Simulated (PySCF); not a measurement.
## Electronic structure of Hf₂O₃ (charge +2) in real space

Input file:

```
mol = gto.M(atom='''
Hf     0.00000     0.00000     1.31574
Hf    -0.00000    -0.00000    -1.31574
O      1.42528    -0.00003    -0.00000
O     -0.71261     1.23434    -0.00000
O     -0.71267    -1.23431     0.00000''',
    basis={'Hf': 'def2-SVP', 'O': 'def2-SVP'},
    ecp={'Hf': 'def2-SVP'},
    charge=2, spin=0)
mf = dft.RKS(mol, xc='PBE0')
mf.grids.atom_grid = (75, 302)  # f atoms: at least (60, 302), unpruned
mf = mf.density_fit()  # Hf def2-universal-JKFIT, O def2-universal-JKFIT
mf.conv_tol = 1e-09; mf.max_cycle = 55
mf.kernel(dm0)
```

Launched as:

```sh
OMP_NUM_THREADS=2 python run.py
```

Core potentials replace the inner electrons of Hf.

Theory: RKS PBE0, Hf def2-SVP with ECP60, O def2-SVP; non-relativistic Hamiltonian with scalar-relativistic core potentials where named; density fitting (PySCF 2.14.0).

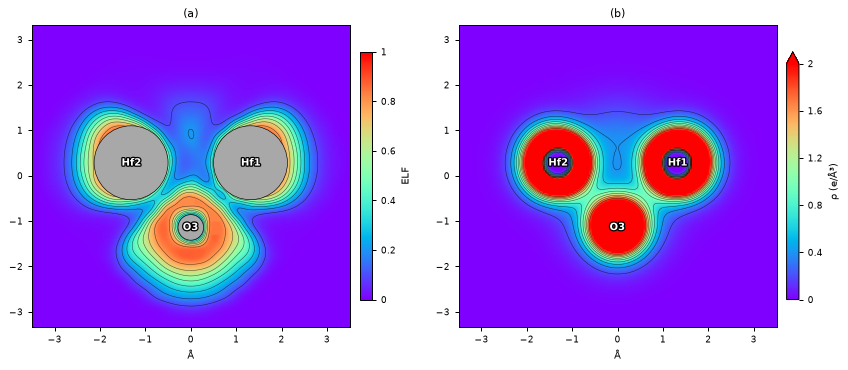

Figure 1. (a) ELF; (b) electron density on the plane of atoms Hf1, O3 and Hf2. Grey discs cover the atomic cores in the ELF map.

> What does the map show?

The section cuts through Hf and O sites. Hf–O (1.94 Å): the density is about 0.96 e/Å³ at the midpoint; the ELF peaks at about 0.80 in the valence shell of O, 0.6 Å from its nucleus, and drops to about 0.25 between the two atoms. Hf–Hf (2.63 Å): ρ at the midpoint is about 0.39 e/Å³; the ELF is about 0.15 at the midpoint.

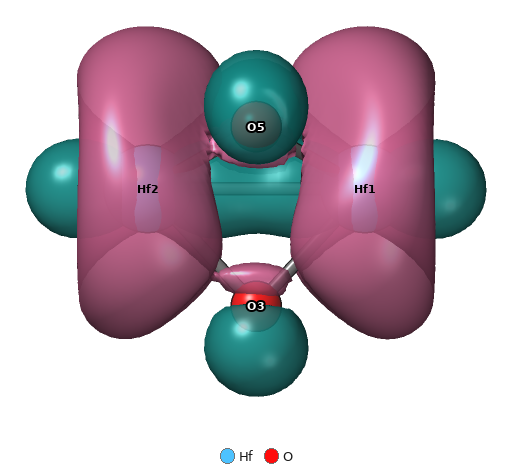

Figure 2. The LUMO at ±0.08 Å⁻³ᐟ² (teal and pink are the two phases), seen from one side.

> What is the character of this orbital?

It lies mainly on Hf1 (about 40 %), Hf2 (about 40 %), O3 (about 5 %), O4 (about 5 %) and O5 (about 5 %). Its energy is −12.28 eV.

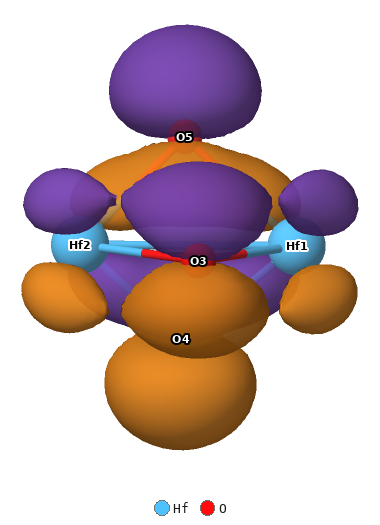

Figure 3. The HOMO−1 at ±0.1 Å⁻³ᐟ² (orange and purple are the two phases), seen across its widest extent.

> What is the character of this orbital?

By Hirshfeld shares it lies mainly on O4 (about 30 %), O5 (about 30 %), O3 (about 15 %), Hf1 (about 10 %) and Hf2 (about 10 %); largely a combination of lone pairs on O4, O5 and O3. It is one of a degenerate set, so its orientation is arbitrary. Its energy is −19.39 eV.
